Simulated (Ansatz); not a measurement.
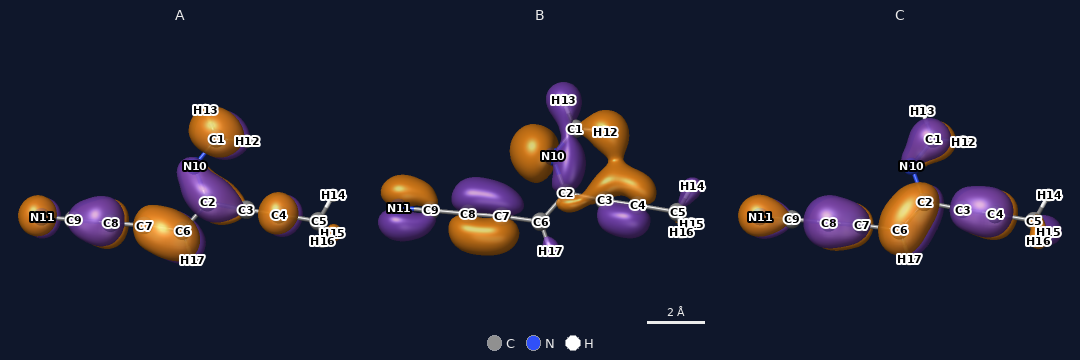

The picture shows: C₉H₆N₂ (SMILES C=N/C(C#CC)=C\C#CC#N). Three frontier orbitals at ±0.08 Å⁻³ᐟ² (orange and purple are the two phases), in no order.

Geometry: PBE0-D3(BJ)/def2-SVP.

The calculation used isolated molecule in a Gaussian basis; Kohn-Sham density functional theory, functional PBE0 in Ansatz 0.2.0.

Input file:

```
crystal:
  periodic: [false, false, false]
  atoms:
    - symbol: C
      position_ang: [-0.062666, 2.313972, -0.044083]
    - symbol: C
      position_ang: [-0.249855, 0.007316, -0.002479]
    - symbol: C
      position_ang: [1.164289, -0.190516, 0.029900]
    - symbol: C
      position_ang: [2.374228, -0.310003, 0.055909]
    - symbol: C
      position_ang: [3.814467, -0.479042, 0.085599]
    - symbol: C
      position_ang: [-1.101503, -1.060519, -0.000936]
    - symbol: C
      position_ang: [-2.500479, -0.934656, -0.032273]
    - symbol: C
      position_ang: [-3.721516, -0.902519, -0.058670]
    - symbol: C
      position_ang: [-5.090110, -0.846471, -0.089030]
    - symbol: N
      position_ang: [-0.810454, 1.287230, -0.036995]
    - symbol: "N"
      position_ang: [-6.253614, -0.804048, -0.114862]
    - symbol: H
      position_ang: [1.041464, 2.267361, -0.024487]
    - symbol: H
      position_ang: [-0.534815, 3.304525, -0.071307]
    - symbol: H
      position_ang: [4.320704, 0.468913, 0.323369]
    - symbol: H
      position_ang: [4.188872, -0.828317, -0.889615]
    - symbol: H
      position_ang: [4.107145, -1.221316, 0.844413]
    - symbol: H
      position_ang: [-0.686157, -2.071892, 0.025527]
basis:
  gaussian:
    orbitals: def2-SVPD
hamiltonian:
  xc: {name: PBE0}
output: {forces: true, orbitals: {seedname: orbitals}}
```

Run with:

```sh
ansatz run input.yaml --threads 8 --pin off --max-ram 20880MiB --events-out events.jsonl --progress --plain --runs-dir runs
```

**Order the three orbitals by energy and name them.**

B is the HOMO−1 (−7.98 eV). Its weight (Hirshfeld) is mainly on N10 (about 35 %), C8 (about 10 %), C7 (about 10 %), N11 (about 10 %) and C1 (about 5 %). C is the HOMO (−7.00 eV). By Hirshfeld shares it lies mainly on C6 (about 15 %), C8 (about 15 %), C2 (about 15 %), C4 (about 10 %), N11 (about 10 %) and C7 (about 10 %). A is the LUMO (−2.84 eV). Its weight (Hirshfeld) is mainly on C6 (about 15 %), C1 (about 15 %), C2 (about 15 %), C8 (about 10 %), C7 (about 10 %) and N11 (about 10 %).

**What is the HOMO–LUMO gap?**

4.16 eV between the orbital energies.
